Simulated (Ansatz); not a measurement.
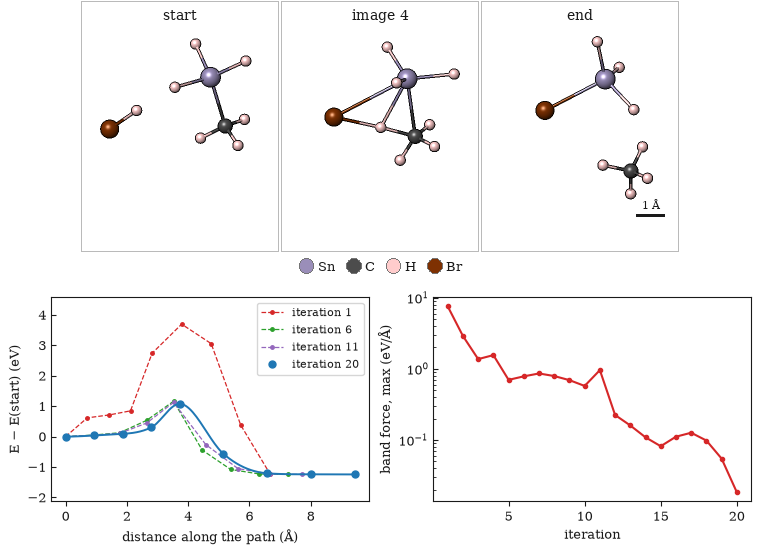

NEB run on CH7BrSn. Images are numbered from 0 (start) to 8 (end). The plot follows the band through its iterations. Style: ball-and-stick. Shown from a free direction.

The calculation used Ansatz, RKS PBE/def2-SVP. Settings: 7 movable images; climbing image; force threshold 0.05 eV/Å; iteration limit 32; starting path through a guess of the saddle point.

**How did the profile develop, and is the result final?**

The result is final at these settings. The band converged in 20 iterations. The largest component of the band force went from 7.6 to 0.018 eV/Å. The climbing image converged on the top of the path. Its vibrational analysis gives one imaginary mode (878i cm⁻¹), as a transition state must have. The first iteration put the highest image at 3.70 eV. Forward barrier 1.08 eV, backward barrier 2.32 eV, with image 4 at the top; the reaction energy is −1.24 eV.

The run took 14 min on 2 threads of Intel(R) Xeon(R) Processor @ 2.50GHz (Skylake/Cascade Lake) (shared host), peak memory 0.17 GiB.
